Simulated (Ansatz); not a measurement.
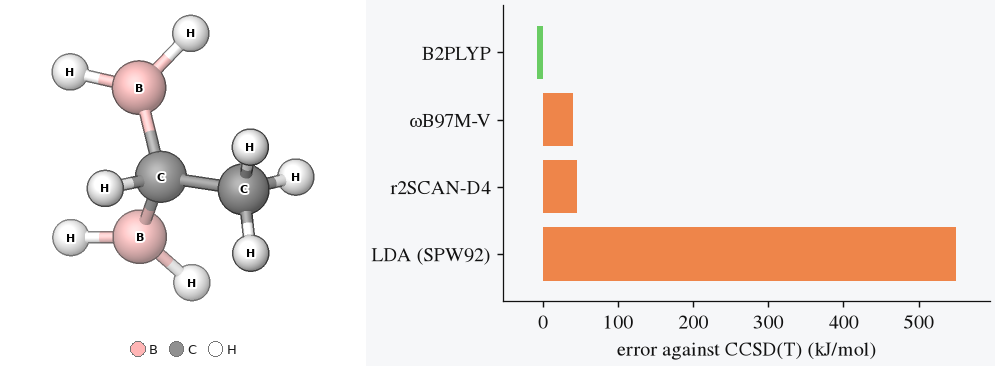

Error in the electronic atomisation energy (method less reference, so positive means overbinding) of C₂H₈B₂, SMILES BC(B)C: functionals in def2-TZVPP against frozen-core CCSD(T) at the limit (MP2 extrapolated from triple and quadruple zeta, plus CCSD(T) less MP2 in a smaller set), which gives 4400.4 kJ/mol, at a PBE0-D4/def2-TZVP geometry (a minimum by its frequencies), no zero-point or spin-orbit term, the Ansatz code. The reference leaves out core correlation, a term that grows with the number of heavy atoms. B2PLYP holds a correlation term that converges slowly with the basis, so part of the distance to the limit is basis error. No dispersion term is added to B2PLYP.

> What range do the values span?

From −7.7 kJ/mol (B2PLYP) to 550.0 kJ/mol (LDA (SPW92)).

> Give the values.

```csv
level,kJ/mol
B2PLYP,−7.7
ωB97M-V,41.0
r2SCAN-D4,46.4
LDA (SPW92),550.0
```
